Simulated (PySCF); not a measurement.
Input

```
{"job": {"kind": "nmr", "xc": "PBE0", "basis": "pcSseg-1"}, "charge": 0, "multiplicity": 1}
C      4.204631     0.629901     0.645342
C      2.966871     0.424035     1.094207
B      1.761053     0.132748     0.174482
S      0.174160    -0.050254     0.931886
C     -0.967926    -0.400787    -0.497385
C     -0.769136    -1.834751    -0.959167
F     -0.632266     0.440267    -1.538028
C     -2.404977    -0.104915    -0.075941
C     -2.615060     1.354710     0.309234
H      5.038144     0.833418     1.300104
H      4.427143     0.605856    -0.409798
H      2.811000     0.467310     2.167816
H      1.866891     0.037867    -0.985081
H      0.260641    -1.985654    -1.276670
H     -1.427707    -2.046836    -1.799748
H     -0.992743    -2.517323    -0.144435
H     -3.057866    -0.359538    -0.914853
H     -2.649044    -0.753823     0.765434
H     -2.004563     1.609115     1.171929
H     -2.339414     2.006266    -0.516645
H     -3.658755     1.529332     0.556845
```

Command:

```sh
OMP_NUM_THREADS=1 python probes_run.py task.json out
```

Geometry: GFN2-xTB.

The calculation used PBE0/pcSseg-1, SCF density, gas phase, non-relativistic (PySCF 2.14.0).

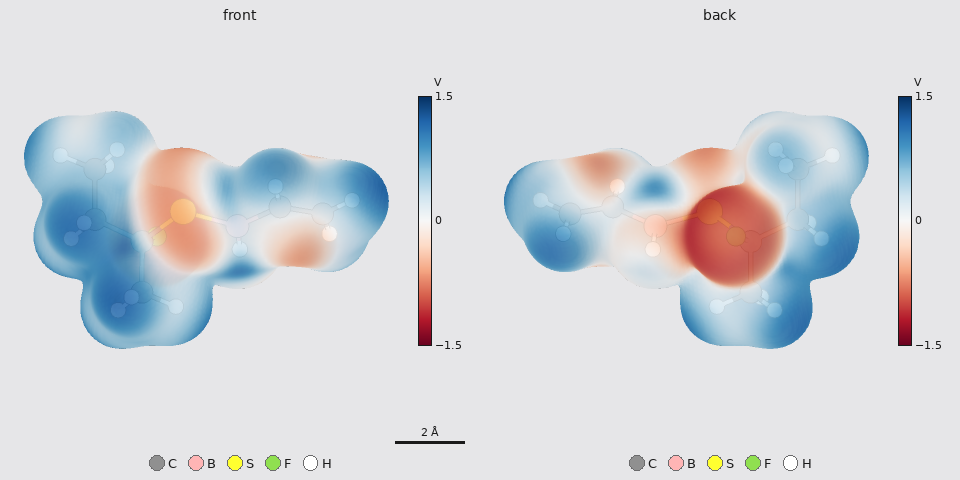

C6H12BFS (SMILES C=CBS[C@](C)(F)CC). The molecular electrostatic potential painted on the density surface at 0.004 e/bohr³, seen from the front and from behind; the colour scale runs from red (negative) to blue (positive).

### Which sites attract a positive test charge, and which a negative one?

A positive charge is drawn to the negative regions and a negative charge to the positive ones. The most negative region (about −1.1 V) lies over F7, the most positive (about +1.2 V) over the H atoms.

### How polar is the molecule by this calculation?

Its dipole moment is 1.28 D.
